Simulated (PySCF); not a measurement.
**NMR shielding calculation of C3H6Cl2F2Si2**

System: C3H6Cl2F2Si2.
Method: GIAO PBE0/pcSseg-1 NMR shielding, non-relativistic, gas phase (PySCF 2.14.0).

The geometry comes from this level: GFN2-xTB. It belongs to a series of runs on one base structure; here: C replaced by Si. Figures and captions count atoms from 1; the log counts them from 0 in places.

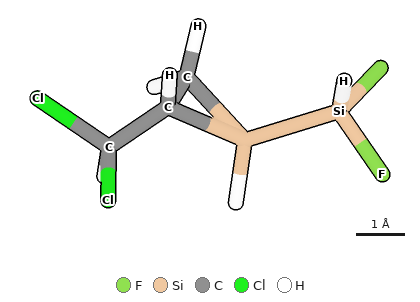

The structure (stick view, seen at a tilt). Bond lengths as drawn: C–C 1.48 to 1.53 Å, C–Cl 1.78 to 1.80 Å, C–H 1.08 to 1.09 Å, C–Si 1.89 to 1.91 Å, F–Si 1.60 Å, H–Si 1.45 to 1.46 Å and Si–Si 2.28 Å.

## Input
```
{"job": {"kind": "nmr", "xc": "PBE0", "basis": "pcSseg-1"}, "charge": 0, "multiplicity": 1}
F      3.758987    -0.319624     0.515164
Si     2.614395     0.741004     0.168383
F      3.241137     1.429767    -1.132519
Si     0.759207    -0.458517    -0.393774
C     -0.718103     0.396694    -1.204686
C     -0.910041     0.151006     0.293154
C     -1.951853    -0.832310     0.668613
Cl    -1.680039    -1.451302     2.317417
Cl    -3.599354    -0.109994     0.605781
H      2.667560     1.754476     1.200626
H      0.789064    -1.904550    -0.615766
H     -1.375174    -0.168847    -1.849314
H     -0.674741     1.433281    -1.507093
H     -0.950656     1.042758     0.908538
H     -1.974803    -1.695851     0.003566
```

The first line tells a small driver script what to run in PySCF; the rest is the geometry in Å.

Hardware: 1 CPU thread, shared host.

Run as:
```bash
OMP_NUM_THREADS=1 python <driver script> task.json out
```

## Log
```
coarse grid: 15648 points
cycle   1  E = -1815.9180197722  dE =  1.066e+00  |g| = 8.504e-01  |ddm| = 3.722e+00
cycle   2  E = -1815.7454911625  dE =  1.725e-01  |g| = 1.330e+00  |ddm| = 1.721e+00
cycle   3  E = -1816.0582382910  dE = -3.127e-01  |g| = 5.012e-02  |ddm| = 1.050e+00
cycle   4  E = -1816.0585716874  dE = -3.334e-04  |g| = 3.484e-02  |ddm| = 9.792e-02
cycle   5  E = -1816.0588224585  dE = -2.508e-04  |g| = 9.964e-03  |ddm| = 4.296e-02
cycle   6  E = -1816.0588465492  dE = -2.409e-05  |g| = 3.080e-03  |ddm| = 1.415e-02
cycle   7  E = -1816.0588484935  dE = -1.944e-06  |g| = 1.053e-03  |ddm| = 3.790e-03
final grid: 136408 points
cycle   8  E = -1816.1196607771  dE = -5.068e-05  |g| = 6.371e-03  |ddm| = 2.494e-02
cycle   9  E = -1816.1196514562  dE =  9.321e-06  |g| = 8.098e-03  |ddm| = 1.298e-02
cycle  10  E = -1816.1196685240  dE = -1.707e-05  |g| = 1.663e-03  |ddm| = 9.744e-03
cycle  11  E = -1816.1196691945  dE = -6.705e-07  |g| = 2.702e-04  |ddm| = 2.239e-03
cycle  12  E = -1816.1196692094  dE = -1.498e-08  |g| = 9.860e-05  |ddm| = 3.094e-04
cycle  13  E = -1816.1196692118  dE = -2.308e-09  |g| = 1.941e-05  |ddm| = 1.038e-04
cycle  14  E = -1816.1196692118  dE = -8.185e-11  |g| = 4.935e-06  |ddm| = 2.913e-05
```

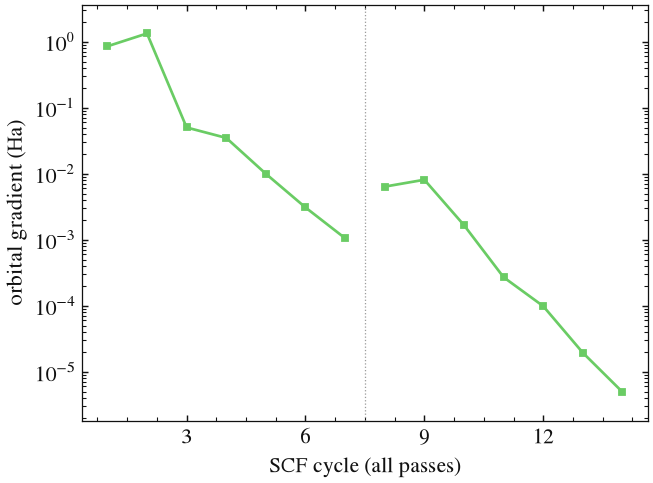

Convergence of the self-consistent field: orbital gradient against the SCF cycle. The dotted line marks the change from a coarse to the final integration grid. The first 7 cycles use a coarse grid, the final grid takes over at cycle 8, and the field converges after 14 cycles in all.

```
converged SCF energy = -1816.1196692118

GIAO shielding tensors (ppm)
atom      isotropic    diamagn.    paramagn.     s11        s22        s33       span
  0 F      321.051     464.357    -143.306    213.441    344.651    405.061    191.620
  1 Si     334.871     873.837    -538.966    290.243    324.841    389.527     99.284
  2 F      312.852     465.614    -152.762    218.087    330.975    389.495    171.408
  3 Si     502.471     883.176    -380.704    408.533    411.681    687.200    278.667
  4 C      177.967     255.526     -77.559    153.247    184.104    196.551     43.305
  5 C      156.884     255.210     -98.326    118.385    152.025    200.242     81.857
  6 C       95.570     242.137    -146.567     55.230    113.538    117.943     62.714
  7 Cl     619.589    1145.570    -525.981    265.206    585.065   1008.496    743.289
  8 Cl     614.856    1144.758    -529.903    323.528    509.343   1011.696    688.169
  9 H       26.326      27.640      -1.314     22.341     24.294     32.342     10.002
 10 H       29.163      30.100      -0.938     23.327     27.381     36.779     13.452
 11 H       30.895      31.242      -0.346     25.369     28.441     38.876     13.507
 12 H       30.530      31.553      -1.023     25.246     26.273     40.069     14.823
 13 H       29.832      32.175      -2.343     25.076     29.450     34.971      9.895
 14 H       26.692      28.575      -1.884     25.145     26.397     28.533      3.388
```

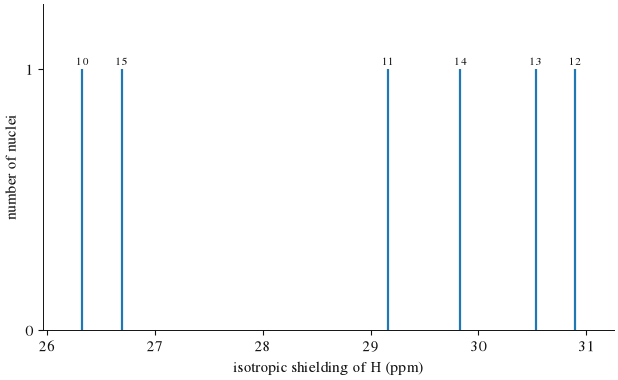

Isotropic shieldings of the hydrogen nuclei in this fixed geometry, labelled by atom number; shielding grows to the right, so chemical shift grows to the left. The least shielded is H10 (26.3 ppm), the most shielded H12 (30.9 ppm).

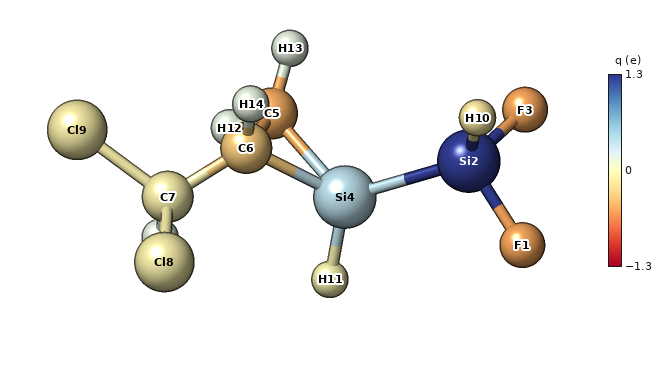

IAO charges, as the colour of each atom (ball-and-stick view, seen at a tilt; atoms are numbered from 1 in the order of the input). By element: F −0.53, Si +0.41 to +1.25, C −0.49 to −0.08, Cl −0.09 to −0.08 and H −0.14 to +0.18 e.

## Summary

| quantity | value |
| --- | --- |
| outcome | converged |
| total energy | −1816.119669 hartree |
| HOMO | −7.79 eV |
| LUMO | −1.47 eV |
| dipole moment | 1.05 D |
| isotropic shielding, F | 312.9 to 321.1 ppm |
| isotropic shielding, Si | 334.9 to 502.5 ppm |
| isotropic shielding, C | 95.6 to 178.0 ppm |
| isotropic shielding, Cl | 614.9 to 619.6 ppm |
| isotropic shielding, H | 26.3 to 30.9 ppm |
| wall time | 94 s |
| peak memory | 0.98 GiB |
